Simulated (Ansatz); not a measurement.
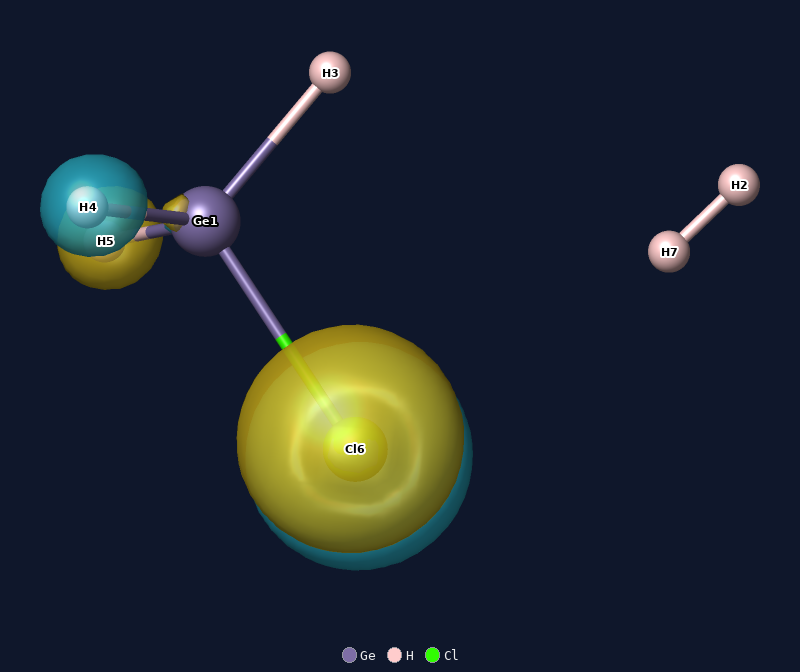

Figure 1: ClGeH3···H2. The HOMO at ±0.2 Å⁻³ᐟ² (yellow and cyan are the two phases), seen across its widest extent.

Level of theory: RKS PBE/def2-SVP in Ansatz.

```json
{"atom": "Ge", "x (Å)": "-0.5423", "y (Å)": "0.0000", "z (Å)": "-0.7605"}
{"atom": "H", "x (Å)": "0.2793", "y (Å)": "0.0000", "z (Å)": "3.4198"}
{"atom": "H", "x (Å)": "0.7629", "y (Å)": "0.0000", "z (Å)": "0.0700"}
{"atom": "H", "x (Å)": "-0.6749", "y (Å)": "1.2786", "z (Å)": "-1.6214"}
{"atom": "H", "x (Å)": "-0.6749", "y (Å)": "-1.2786", "z (Å)": "-1.6214"}
{"atom": "Cl", "x (Å)": "-2.2005", "y (Å)": "0.0000", "z (Å)": "0.6642"}
{"atom": "H", "x (Å)": "-0.3196", "y (Å)": "0.0000", "z (Å)": "2.9377"}
```

### Describe this orbital and give its energy.

By Hirshfeld shares it lies mainly on Cl6 (about 80 %) and Ge1 (about 10 %); largely a lone pair of Cl6. Its energy is −7.23 eV.
